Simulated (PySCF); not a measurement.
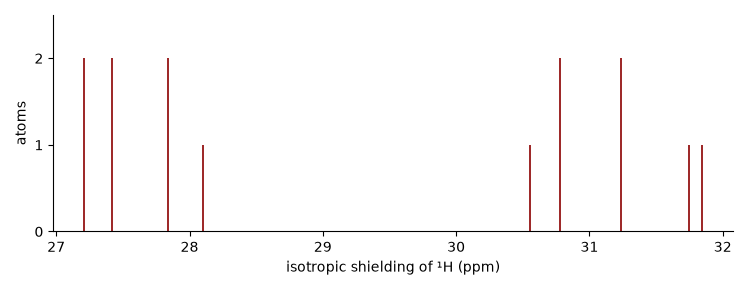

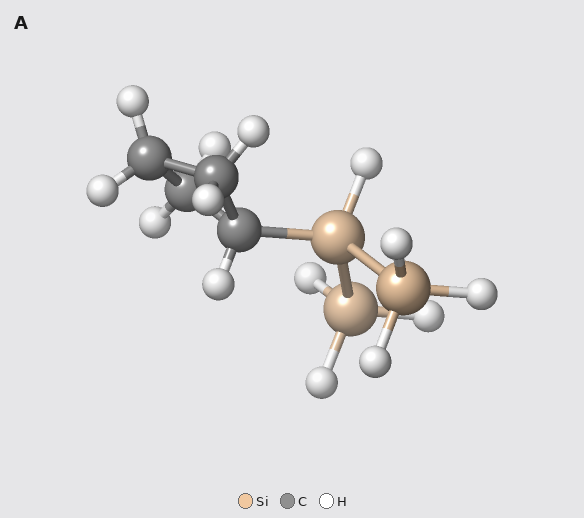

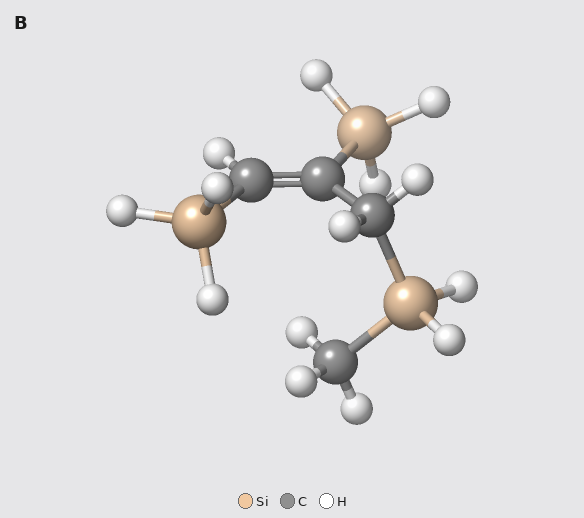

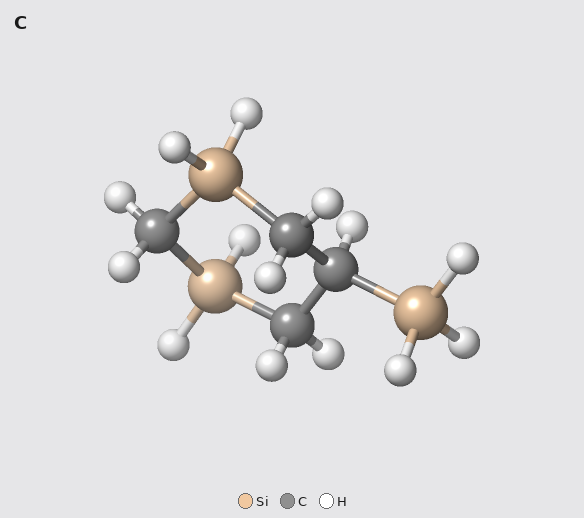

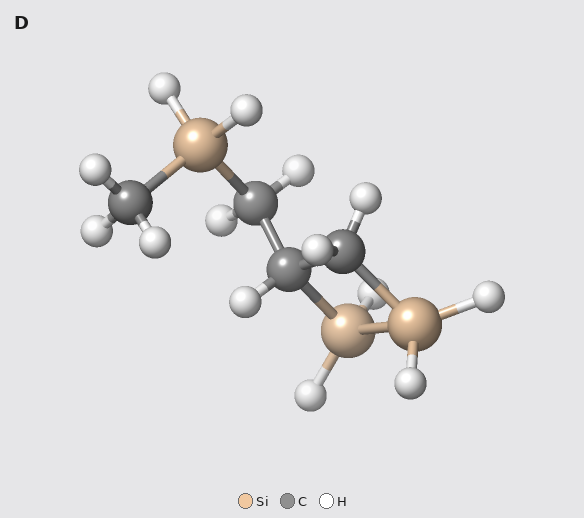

The sticks are computed shieldings of one of the molecules, for one fixed geometry (GFN2-xTB) without averaging over rotations. Low shielding means a high chemical shift. Method: GIAO PBE0/pcSseg-1 NMR shielding, non-relativistic, gas phase (PySCF 2.14.0).

### Which molecule gives this pattern?

C, `[SiH3]C1C[SiH2]C[SiH2]C1`. Its 14 H atoms give lines at 27.21 (2 atoms), 27.42 (2 atoms), 27.84 (2 atoms), 28.10, 30.56, 30.78 (2 atoms), 31.24 (2 atoms), 31.75, 31.84 ppm.

The geometry is semi-empirical. Around Si such bond lengths and angles can be off by a tenth of an ångström or more and by several degrees, and values that hang on the shape move with them.
